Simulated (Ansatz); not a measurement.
Run report: BSiNH5ClO, geometry relaxation (part 1 of 2)

The run: geometry relaxation of BSiNH5ClO, SMILES NB(O)[SiH2]Cl. Method and program: RKS PBE-D4/def2-SVP (Ansatz 0.2.0).

The geometry: force-field start.

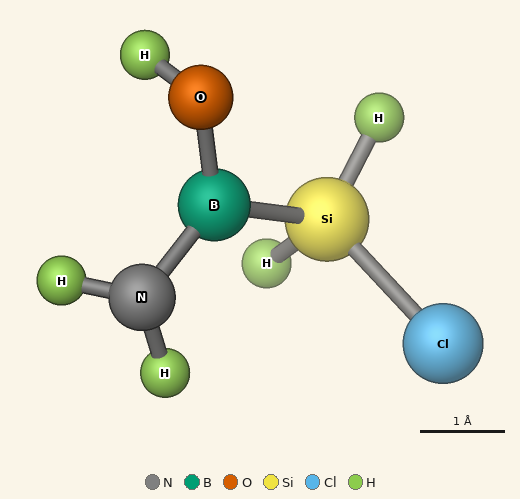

Figure 1. The input geometry (ball-and-stick view, seen at a tilt).

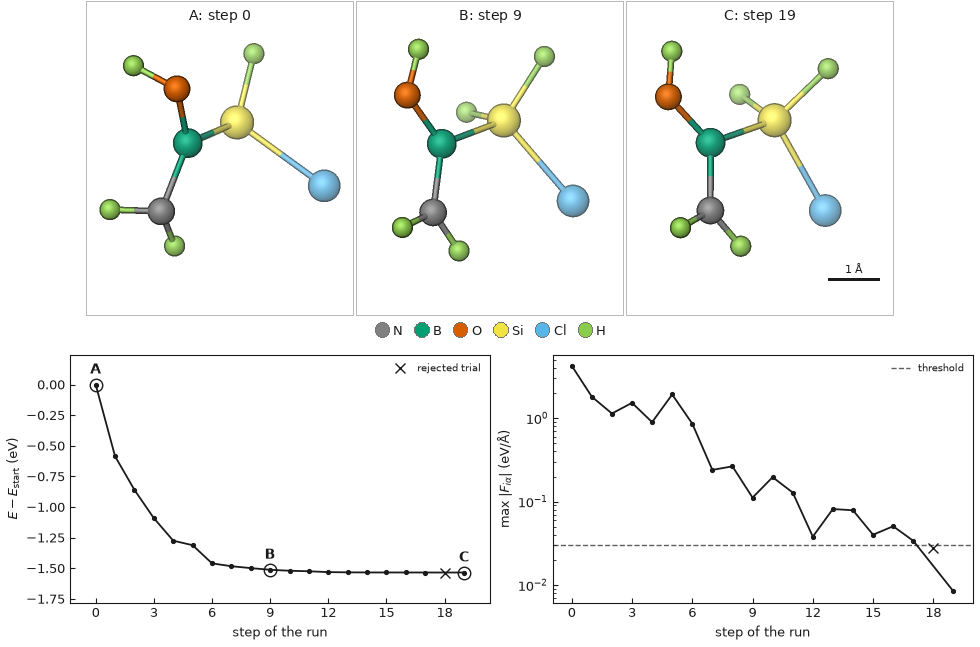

Figure 2. Frames of the relaxation (ball-and-stick view, seen at a tilt) above the curves, on which the letters mark them (the first geometry is step 0 here and step 1 in the log).

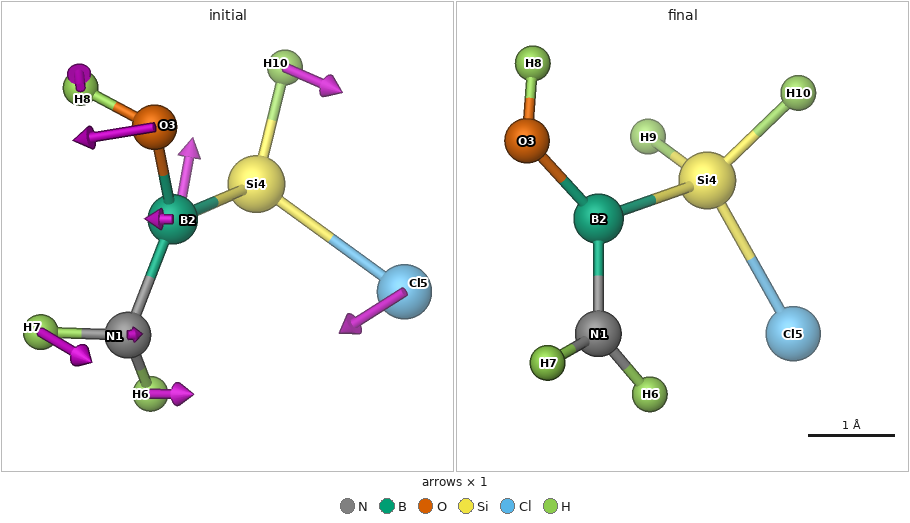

Figure 3. Before (left) and after (right) the relaxation, at one scale (ball-and-stick view, seen at a tilt). The pink arrows give the displacements, at true length. The atom that moves furthest after the best rigid fit is O3 (1.05 Å). By element the largest moves are O 1.05 Å, Cl 1.02 Å, H 0.98 Å, B 0.35 Å, N 0.19 Å, Si 0.07 Å. Among the contacts that change: Si4–H10 1.400 → 1.508 Å, N1–H6 1.121 → 1.020 Å, N1–B2 1.497 → 1.405 Å, B2–Si4 1.966 → 2.041 Å. Among the angles that change: B2–N1–H6 105.7° → 121.8°, B2–N1–H7 108.8° → 123.0°, H6–N1–H7 105.7° → 115.1°. Over 19 geometry steps the energy falls by 1.534 eV. Largest force component: 4.2 eV/Å at the start, 0.0084 eV/Å at the end. The line search rejected the trial step at point 18 (counted from 0) and went back. (Atoms are counted from 1 in the order of the input.)

The input and output of the run follow.

## Input file
```yaml
crystal:
  periodic: [false, false, false]
  atoms:
    - {symbol: N, position_ang: [-1.124600, -1.311100, -0.238300]}
    - {symbol: B, position_ang: [0.180500, -0.581200, -0.172100]}
    - {symbol: O, position_ang: [1.372800, -1.376200, -0.228500]}
    - {symbol: Si, position_ang: [0.387500, 1.369500, -0.042400]}
    - {symbol: Cl, position_ang: [-0.593600, 2.224500, -1.728200]}
    - {symbol: H, position_ang: [-1.916800, -0.520400, -0.177000]}
    - {symbol: H, position_ang: [-1.229900, -1.869200, 0.600900]}
    - {symbol: H, position_ang: [1.641400, -1.568600, 0.726800]}
    - {symbol: H, position_ang: [-0.365300, 1.826800, 1.225000]}
    - {symbol: H, position_ang: [1.731100, 1.754600, 0.036900]}
basis:
  gaussian: {orbitals: def2-SVP}
hamiltonian: {xc: pbe, dispersion: d4}
relax: {f_tol: 0.03, max_steps: 200}
```

Launched with:
```bash
ansatz run in.yaml --threads 4 --pin off --events-out ev --progress --plain --max-ram 10444MiB
```

## Output
```
Functional definition: PBE
  name "PBE"
  cite "Perdew, Burke & Ernzerhof, Phys. Rev. Lett. 77, 3865 (1996) doi:10.1103/PhysRevLett.77.3865"
  parent pbe
  parameter kappa = 0.804
  parameter beta = 0.06672455060314922
  exchange = pbe_x(kappa = kappa, mu = beta*pi^2/3)
  correlation = pbe_c(beta = beta)
1150 factors; their error is unknown
mean field evaluation 1: about -24663.4653 eV, gradient 7.0e1 eV
mean field evaluation 2: about -24597.7809 eV, gradient 1.7e2 eV
mean field evaluation 4: about -24673.0192 eV, gradient 1.2e1 eV
mean field evaluation 8: about -24673.3225 eV, gradient 1.1e-1 eV
mean field evaluation 16: about -24673.2539 eV, gradient 6.4e-4 eV
mean field -24673.25388039 eV, -906.7253559722 hartree, gradient 3.8e-5 eV, S^2 0.000000; 0 other end points of the search recorded, 0 dependent functions left out
the calculation of the forces begins
reference -24673.25391650 eV, -906.7253572991 hartree; 28, 28 occupied and 75, 75 virtual orbitals, 1150 factors
relax step   1: F+E_penalty+E_count = -24673.47548091 eV  Δ(F+E_penalty+E_count) = +0.000e0 eV  max|allowed force component| = 4.249e0 eV/Å  Δτ_max = 0.0000 Å  (28 SCF iters, accepted)
these checks for a lower state are left out or cut short: starts, cluster_reference, orbital_swaps, neighbouring_geometries, increment
1150 factors; their error is unknown
mean field -24673.84155703 eV, -906.7469526904 hartree, gradient 1.8e-5 eV, S^2 0.000000; 0 other end points of the search recorded, 0 dependent functions left out
[... from here on the field's lines of each further geometry are left out, up to the last ...]
relax step   2: F+E_penalty+E_count = -24674.06148087 eV  Δ(F+E_penalty+E_count) = -5.860e-1 eV  max|allowed force component| = 1.809e0 eV/Å  Δτ_max = 0.1988 Å  (29 SCF iters, accepted)
relax step   3: F+E_penalty+E_count = -24674.33552062 eV  Δ(F+E_penalty+E_count) = -2.740e-1 eV  max|allowed force component| = 1.139e0 eV/Å  Δτ_max = 0.2000 Å  (35 SCF iters, accepted)
relax step   4: F+E_penalty+E_count = -24674.56605354 eV  Δ(F+E_penalty+E_count) = -2.305e-1 eV  max|allowed force component| = 1.529e0 eV/Å  Δτ_max = 0.1959 Å  (34 SCF iters, accepted)
relax step   5: F+E_penalty+E_count = -24674.74996353 eV  Δ(F+E_penalty+E_count) = -1.839e-1 eV  max|allowed force component| = 8.970e-1 eV/Å  Δτ_max = 0.2000 Å  (35 SCF iters, accepted)
relax step   6: F+E_penalty+E_count = -24674.78683285 eV  Δ(F+E_penalty+E_count) = -3.687e-2 eV  max|allowed force component| = 1.924e0 eV/Å  Δτ_max = 0.1940 Å  (35 SCF iters, accepted)
relax step   7: F+E_penalty+E_count = -24674.93502132 eV  Δ(F+E_penalty+E_count) = -1.482e-1 eV  max|allowed force component| = 8.606e-1 eV/Å  Δτ_max = 0.1143 Å  (28 SCF iters, accepted)
relax step   8: F+E_penalty+E_count = -24674.95856206 eV  Δ(F+E_penalty+E_count) = -2.354e-2 eV  max|allowed force component| = 2.403e-1 eV/Å  Δτ_max = 0.1273 Å  (28 SCF iters, accepted)
relax step   9: F+E_penalty+E_count = -24674.97381807 eV  Δ(F+E_penalty+E_count) = -1.526e-2 eV  max|allowed force component| = 2.650e-1 eV/Å  Δτ_max = 0.1737 Å  (28 SCF iters, accepted)
relax step  10: F+E_penalty+E_count = -24674.98757453 eV  Δ(F+E_penalty+E_count) = -1.376e-2 eV  max|allowed force component| = 1.119e-1 eV/Å  Δτ_max = 0.0592 Å  (28 SCF iters, accepted)
relax step  11: F+E_penalty+E_count = -24674.99542301 eV  Δ(F+E_penalty+E_count) = -7.848e-3 eV  max|allowed force component| = 1.965e-1 eV/Å  Δτ_max = 0.1617 Å  (28 SCF iters, accepted)
relax step  12: F+E_penalty+E_count = -24674.99983543 eV  Δ(F+E_penalty+E_count) = -4.412e-3 eV  max|allowed force component| = 1.287e-1 eV/Å  Δτ_max = 0.0494 Å  (29 SCF iters, accepted)
relax step  13: F+E_penalty+E_count = -24675.00646783 eV  Δ(F+E_penalty+E_count) = -6.632e-3 eV  max|allowed force component| = 3.811e-2 eV/Å  Δτ_max = 0.0925 Å  (28 SCF iters, accepted)
relax step  14: F+E_penalty+E_count = -24675.00858266 eV  Δ(F+E_penalty+E_count) = -2.115e-3 eV  max|allowed force component| = 8.164e-2 eV/Å  Δτ_max = 0.0938 Å  (28 SCF iters, accepted)
relax step  15: F+E_penalty+E_count = -24675.00921611 eV  Δ(F+E_penalty+E_count) = -6.334e-4 eV  max|allowed force component| = 7.889e-2 eV/Å  Δτ_max = 0.0581 Å  (28 SCF iters, accepted)
relax step  16: F+E_penalty+E_count = -24675.00957303 eV  Δ(F+E_penalty+E_count) = -3.569e-4 eV  max|allowed force component| = 4.016e-2 eV/Å  Δτ_max = 0.0206 Å  (29 SCF iters, accepted)
relax step  17: F+E_penalty+E_count = -24675.00960542 eV  Δ(F+E_penalty+E_count) = -3.240e-5 eV  max|allowed force component| = 5.075e-2 eV/Å  Δτ_max = 0.0264 Å  (28 SCF iters, accepted)
relax step  18: F+E_penalty+E_count = -24675.00976951 eV  Δ(F+E_penalty+E_count) = -1.641e-4 eV  max|allowed force component| = 3.400e-2 eV/Å  Δτ_max = 0.0098 Å  (30 SCF iters, accepted)
relax step  19: F+E_penalty+E_count = -24675.00975667 eV  Δ(F+E_penalty+E_count) = +1.284e-5 eV  max|allowed force component| = 2.783e-2 eV/Å  Δτ_max = 0.0052 Å  (23 SCF iters, rejected (line search))
the calculation of the forces begins
reference -24674.78466245 eV, -906.7816111752 hartree; 28, 28 occupied and 75, 75 virtual orbitals, 1150 factors
relax step  20: F+E_penalty+E_count = -24675.00981026 eV  Δ(F+E_penalty+E_count) = -4.075e-5 eV  max|allowed force component| = 8.435e-3 eV/Å  Δτ_max = 0.0026 Å  (22 SCF iters, accepted)
1150 factors; their error is unknown
mean field evaluation 160: about -24674.6104 eV, gradient 1.0e1 eV
mean field -24674.78462694 eV, -906.7816098705 hartree, gradient 1.6e-5 eV, S^2 0.000000; 1 other end points of the search recorded, 0 dependent functions left out
the calculation of the forces begins
reference -24674.78466245 eV, -906.7816111752 hartree; 28, 28 occupied and 75, 75 virtual orbitals, 1150 factors
Total energy: -24675.00984577 eV, -906.7898865096 hartree
Atom 0 at    -1.084487    -1.175512    -0.354835 Å, force     0.002369     0.008435    -0.003722 eV/Å
Atom 1 at     0.122835    -0.680035     0.166042 Å, force    -0.000744    -0.001719     0.000692 eV/Å
Atom 2 at     1.012718    -1.562378     0.749833 Å, force    -0.002451    -0.005702    -0.000607 eV/Å
Atom 3 at     0.417132     1.331954    -0.009443 Å, force    -0.000089    -0.000865    -0.004609 eV/Å
Atom 4 at    -1.276083     2.133514    -0.983340 Å, force    -0.002213     0.000996     0.000200 eV/Å
Atom 5 at    -1.770849    -0.563745    -0.797415 Å, force    -0.001035    -0.001916     0.002871 eV/Å
Atom 6 at    -1.339875    -2.164454    -0.325025 Å, force    -0.000332    -0.003365     0.000624 eV/Å
Atom 7 at     1.819080    -1.136384     1.081186 Å, force     0.002791     0.003214     0.002150 eV/Å
Atom 8 at     0.558606     2.054475     1.306958 Å, force    -0.000484     0.000836     0.002200 eV/Å
Atom 9 at     1.624023     1.711266    -0.830861 Å, force     0.002188     0.000085     0.000202 eV/Å
Dipole moment:     0.124390    -0.295231     0.108261 e Å
```

## Trajectory as extended XYZ (Å, eV, eV/Å), 20 frames, from step=1 to step=20
```
10
Properties=species:S:1:pos:R:3:forces:R:3 step=1 energy=-24673.47548
N    -1.1246   -1.3111   -0.2383   -0.3795   4.2492   0.1631
B     0.1805   -0.5812   -0.1721   -0.3014  -2.7564  -0.7121
O     1.3728   -1.3762   -0.2285   -0.6917   0.2956   2.0508
Si    0.3875    1.3695   -0.0424   -2.6252   0.3021  -0.0517
Cl   -0.5936    2.2245   -1.7282    0.2156   0.0071   0.3450
H    -1.9168   -0.5204   -0.1770    1.6992  -2.1643  -0.1652
H    -1.2299   -1.8692    0.6009   -0.1888  -0.9684   0.2479
H     1.6414   -1.5686    0.7268   -0.0743   0.1548  -1.5090
H    -0.3653    1.8268    1.2250    0.3002   0.0608  -0.4004
H     1.7311    1.7546    0.0369    2.0459   0.8195   0.0314
10
Properties=species:S:1:pos:R:3:forces:R:3 step=2 energy=-24674.06148
N    -1.1395   -1.2409   -0.2493    0.1717   1.2197   1.8091
B     0.1870   -0.6219   -0.1636   -0.3831  -1.4562  -0.4084
O     1.3411   -1.4480   -0.1605   -0.7606   0.2427   1.0273
Si    0.3688    1.3727   -0.0570   -0.7989   0.3362  -0.0630
Cl   -0.5916    2.2718   -1.7083    0.0176  -0.0059   0.0887
H    -1.9153   -0.5344   -0.0674    0.8738  -1.0340  -0.4114
H    -1.2404   -2.0133    0.4643   -0.0014   0.3413  -1.1935
H     1.6576   -1.5681    0.7683    0.0741   0.0853  -0.7265
H    -0.3395    1.8892    1.1880    0.1074  -0.0078  -0.1243
H     1.7549    1.8415   -0.0115    0.6995   0.2788   0.0021
10
Properties=species:S:1:pos:R:3:forces:R:3 step=3 energy=-24674.33552
N    -1.1153   -1.2217   -0.2274   -0.9878   0.6338   1.1387
B     0.1550   -0.6079   -0.1380    0.1681  -0.7721  -0.1090
O     1.2200   -1.5008   -0.0742    0.5887  -0.1781   1.0374
Si    0.3900    1.4004   -0.0727   -0.5030   0.0947   0.0964
Cl   -0.6205    2.2962   -1.6849   -0.0238   0.0410   0.0073
H    -1.9188   -0.5877   -0.0315    0.2968  -0.6106  -0.4074
H    -1.2108   -2.1196    0.2975    0.0345   0.4474  -0.7926
H     1.6489   -1.4948    0.8169    0.0006   0.1566  -0.8633
H    -0.2625    1.9115    1.1992    0.0856   0.0861  -0.0847
H     1.7970    1.8731   -0.0818    0.3402   0.1010  -0.0229
10
Properties=species:S:1:pos:R:3:forces:R:3 step=4 energy=-24674.56605
N    -1.1373   -1.1783   -0.1773   -0.5676  -1.3275   0.7787
B     0.1564   -0.6471   -0.0757    0.1683  -0.2147   0.0301
O     1.1808   -1.5839    0.0252    0.8633   0.2554   1.3840
Si    0.3841    1.3893   -0.0663    0.1069   0.0529   0.1874
Cl   -0.6435    2.2985   -1.6581   -0.0470  -0.0561  -0.0282
H    -1.9640   -0.5938   -0.0477   -0.0962  -0.0807  -0.2760
H    -1.2788   -2.1923    0.1288    0.1552   1.5288  -0.6761
H     1.7871   -1.3778    0.7986   -0.5629  -0.1269  -1.3545
H    -0.2175    1.9644    1.1980    0.0371   0.0305  -0.0292
H     1.8159    1.8697   -0.1225   -0.0570  -0.0619  -0.0160
```
